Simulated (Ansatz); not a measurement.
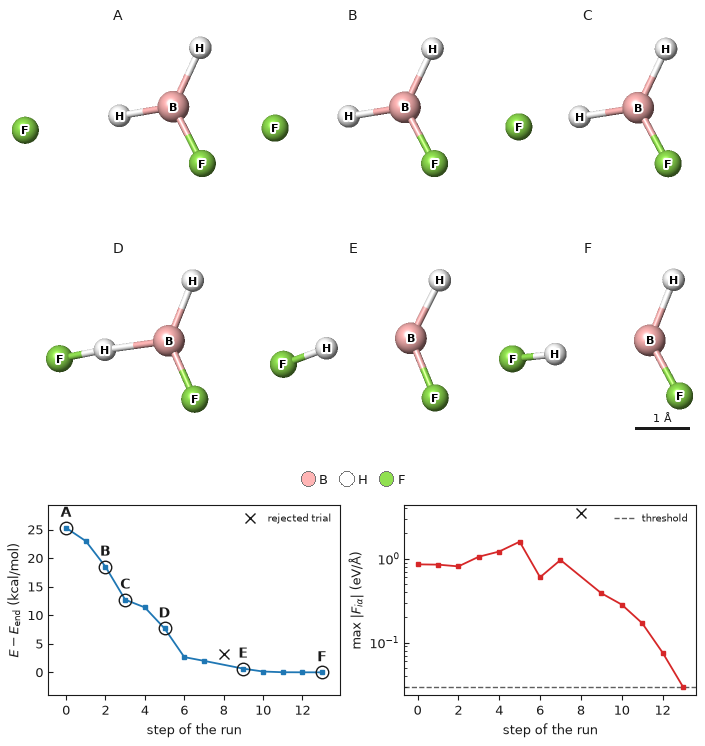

Frames of a relaxation of BH2F2 (multiplicity 2), marked on the history of the run. Style: ball-and-stick. Shown at a tilt.

The run prepares an end point of a later path (reaction) calculation, from a guessed geometry.

These are results of Ansatz 0.2.0, UKS revPBE/def2-mTZVP, not measurements. (collinear spin; force threshold 0.03 eV/Å; at most 50 steps)

### Describe the path.

After 12 accepted moves (13 points after the start) the energy has fallen by 25.3 kcal/mol. Largest force component: 0.86 eV/Å at the start, 0.03 eV/Å at the end. The line search rejected the trial step at point 8 of the run. The largest move after the best rigid fit is that of an H atom, 0.76 Å. By element the largest moves are H 0.76 Å, F 0.39 Å, B 0.15 Å. Among the contacts that change: F–H 2.106 → 0.960 Å, B–H 1.204 → 2.108 Å, B–F 1.321 → 1.312 Å. New bonds form, among them: F–H (2.11 → 0.96 Å). Bonds break, among them: B–H (1.20 → 2.11 Å). Bond angles that change, for instance: F–B–H 120.6° → 123.1°. Cost: 16 s on 1 thread of Intel(R) Xeon(R) 6975P-C (Granite Rapids), on a shared host, peak memory 0.13 GiB. From step 0 to 2: an F atom moves most (0.33 Å), energy −6.80 kcal/mol. From step 2 to 3: an F atom moves most (0.19 Å), energy −5.77 kcal/mol. From step 3 to 5: an F atom moves most (0.24 Å), energy −5.04 kcal/mol. From step 5 to 9: an H atom moves most (0.31 Å), energy −7.03 kcal/mol. From step 9 to 13: an F atom moves most (0.20 Å), energy −0.64 kcal/mol.
